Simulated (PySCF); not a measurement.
GeMeCl3 (CH3Cl3Ge).

Method: B3LYP/def2-SVPD; geometry: GFN2-xTB; program: PySCF. No frequency check shows the geometry to be a minimum. GFN2-xTB bond lengths at metals and heavier atoms can be off by up to 0.1 Å and shapes distorted, which carries into these values.

Cartesian coordinates (Å):

```
Ge1      0.0011    0.0000    0.2146
C2      -0.0005    0.0007    2.2170
H3      -0.9872    0.2696    2.5785
H4       0.7265    0.7206    2.5781
H5       0.2603   -0.9890    2.5785
Cl6      1.9403   -0.4328   -0.5474
Cl7     -0.5964    1.8971   -0.5474
Cl8     -1.3457   -1.4647   -0.5467
```

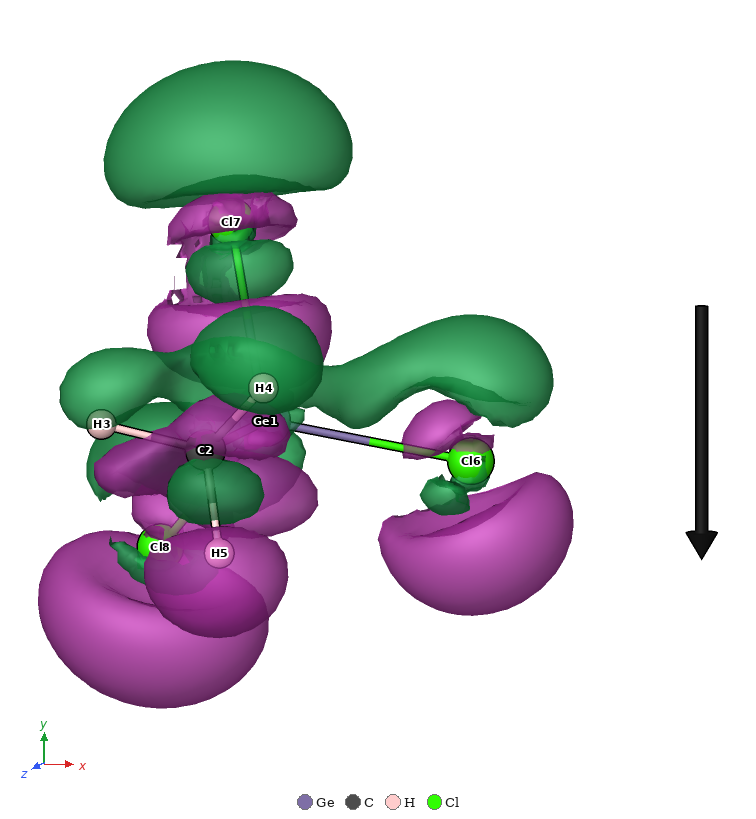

Change of the electron density in a uniform field of 0.21 V/Å along −y (arrow), surfaces at ±0.0015 e/Å³ (green: gain, purple: loss).

The field was applied in both directions; the picture shows the one opposite to the script's first.

Question: How large is the response?

Answer: The induced dipole is 0.86 D (along the field); α along this axis, from the fields in both directions, is 85 bohr³ (12.6 Å³).

Run time: 60 s on 1 thread of Intel(R) Xeon(R) Platinum 8375C CPU @ 2.90GHz (Ice Lake), on a shared host, peak memory 0.83 GiB.
